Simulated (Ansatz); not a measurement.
CHGe (SMILES [CH]#[Ge+]) (charge +1)

The calculation's input:

```
crystal:
  periodic: [false, false, false]
  atoms:
    - {symbol: C, position_ang: [0.000000, 0.000000, -0.273809]}
    - {symbol: Ge, position_ang: [0.000000, 0.000000, 1.660049]}
    - {symbol: H, position_ang: [0.000000, 0.000000, -1.386240]}
basis:
  gaussian: {orbitals: def2-TZVPD}
output: {forces: true, orbitals: {seedname: orbitals}}
hamiltonian: {xc: {name: PBE0}}
total_charge: 1
```

Command:

```sh
ansatz run input.yaml --threads 1 --pin off --max-ram 2610MiB --events-out events.jsonl --progress --plain --runs-dir runs
```

Geometry: PBE-D3(BJ)/def2-SVP.

Computed with isolated molecule in a Gaussian basis; Kohn-Sham density functional theory, functional PBE0 (Ansatz 0.2.0).

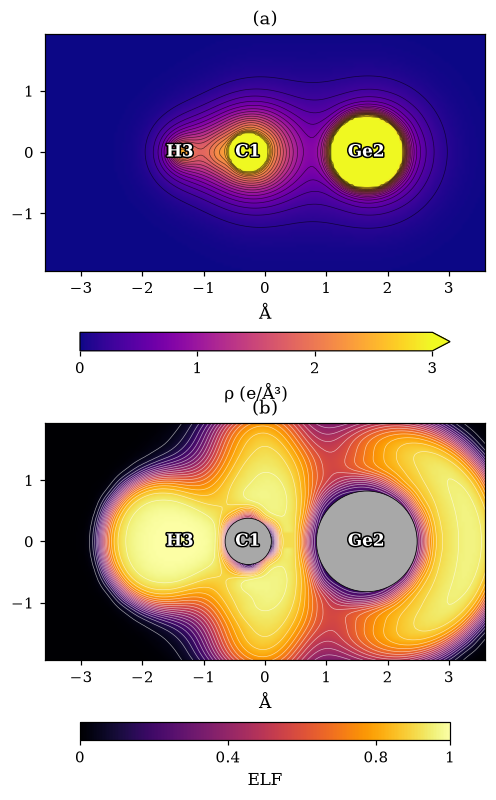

Figure 1. (a) total electron density; (b) ELF on a plane that holds the molecular axis. Grey discs cover the atomic cores in the ELF map.

> Read the bonding off the picture.

Atoms in the plane: C, Ge and H.
C–Ge (1.93 Å): ρ at the midpoint is about 0.84 e/Å³; the ELF peaks at about 0.90 in the valence shell of C, 0.6 Å from its nucleus, and is about 0.50 at the midpoint.
C–H (1.11 Å): the density is about 2.1 e/Å³ at the midpoint; the ELF climbs to about 1 towards the hydrogen, as it does in any bond to H: an ordinary covalent bond to hydrogen.

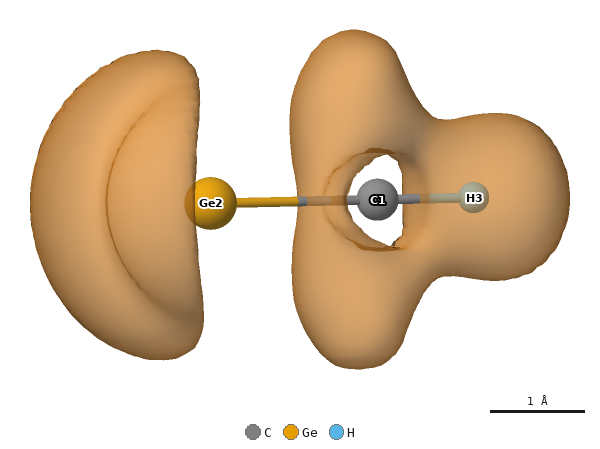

Figure 2. Isosurface of the ELF at 0.8 (orange), seen from one side. Core shells and regions of very low density are left out.

> Where are the electrons localised?

The surface consists of one lobe on Ge, pointing away from the bonds (lone pairs) and one joined region spread over several atoms (C, H), in which their bonds and any lone pairs are merged.

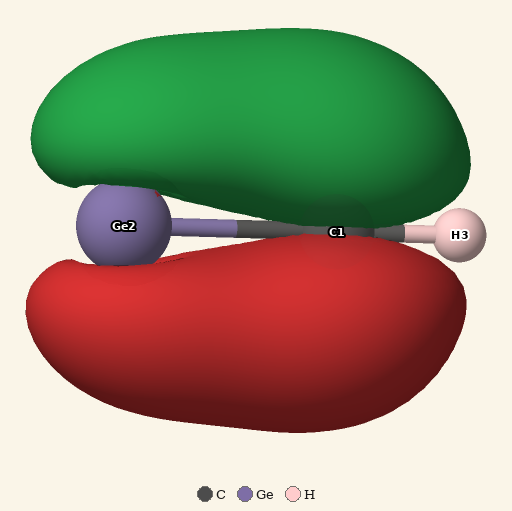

Figure 3. The HOMO at ±0.1 Å⁻³ᐟ² (green and red are the two phases), seen from one side.

> What is the character of this orbital?

Its weight (Hirshfeld) is mainly on C1 (about 65 %) and Ge2 (about 35 %); it vanishes on the molecular axis (π type). It is one of a degenerate set, so its orientation is arbitrary. Its energy is −13.44 eV.
